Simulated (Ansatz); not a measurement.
Results of RPBE in Ansatz (plane waves, PAW) for hcp Mg.

Run with plane-wave cutoff 520 eV, 18×18×12 k mesh (along the axes of the cell as run), Fermi–Dirac smearing 0.05 eV, scalar-relativistic PAW data made under PBE.

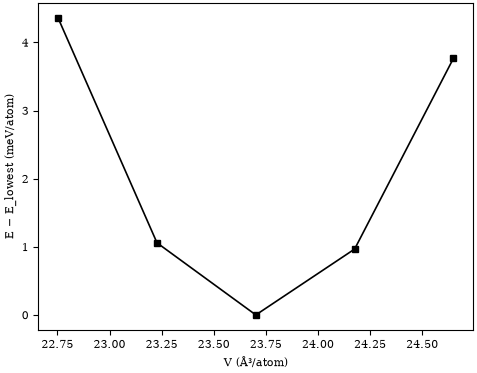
*Total energy against volume*

From the curve, estimate the equilibrium volume and the bulk modulus.

V0 ≈ 23.7 Å³/atom and B0 ≈ 34 GPa; the fit gives V0 = 23.705 Å³/atom, B0 = 34.2 GPa, B′ = 4.0.

Shape and atoms are relaxed at each volume.

Measured, for comparison: bulk modulus 38.6 GPa (copied from a table, unchecked, extrapolated to 0 K and zero-point effects removed; as tabulated in Lejaeghere et al. (2013), arXiv:1204.2733). Computed (rounded) less measured: bulk modulus not scored (unchecked).

Note: the bulk modulus comes from volumes at which shape and atoms were relaxed.

It cost very roughly 50 core-seconds of CPU time.

Ansatz is an electronic-structure program.
